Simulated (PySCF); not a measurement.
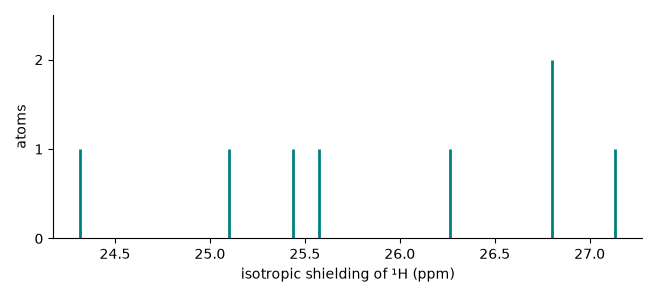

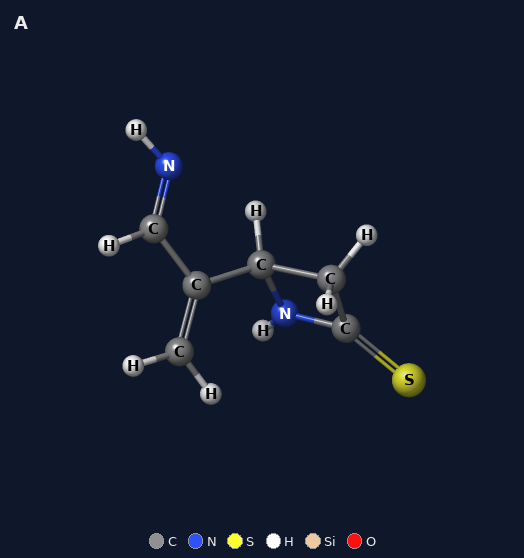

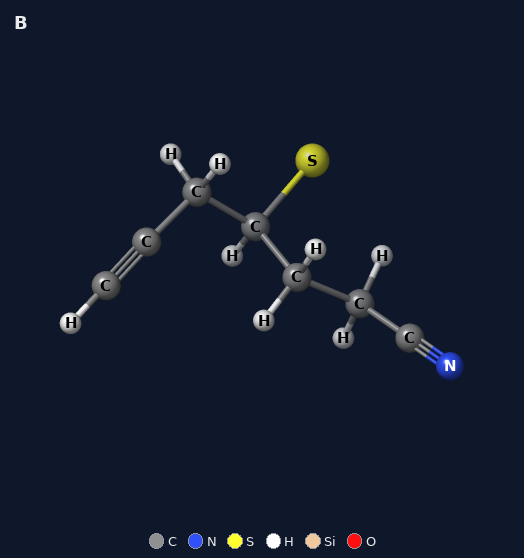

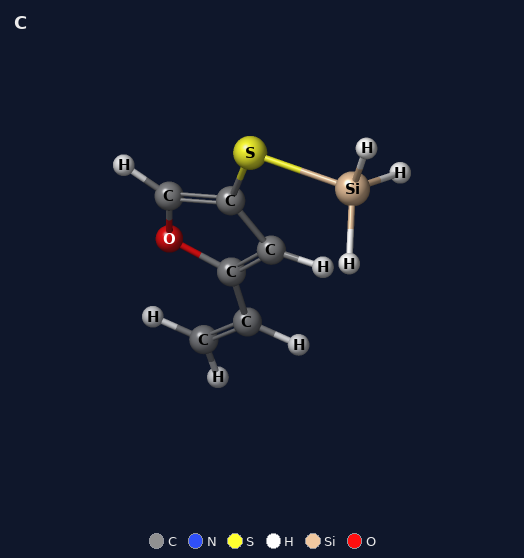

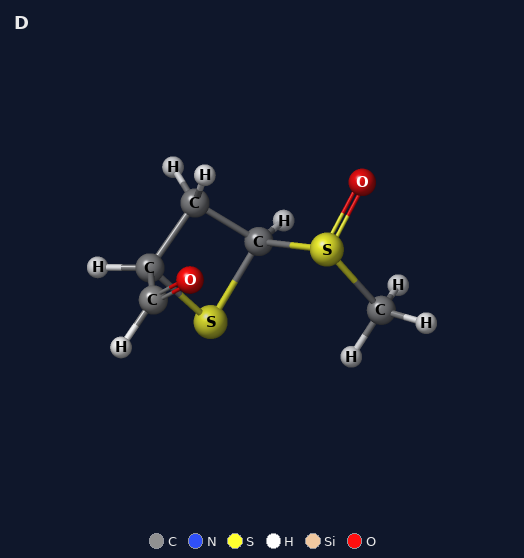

The sticks are computed shieldings of one of the molecules, for one fixed geometry (GFN2-xTB) without averaging over rotations. Low shielding means a high chemical shift. Method: GIAO PBE0/pcSseg-1 NMR shielding, non-relativistic, gas phase (PySCF 2.14.0).

Which molecule gives this pattern?

C, `C=Cc1cc(S[SiH3])co1`. Its 8 H atoms give lines at 24.32, 25.10, 25.44, 25.57, 26.27, 26.80 (2 atoms), 27.14 ppm.

The geometry is semi-empirical. Around Si such bond lengths and angles can be off by a tenth of an ångström or more and by several degrees, and values that hang on the shape move with them.
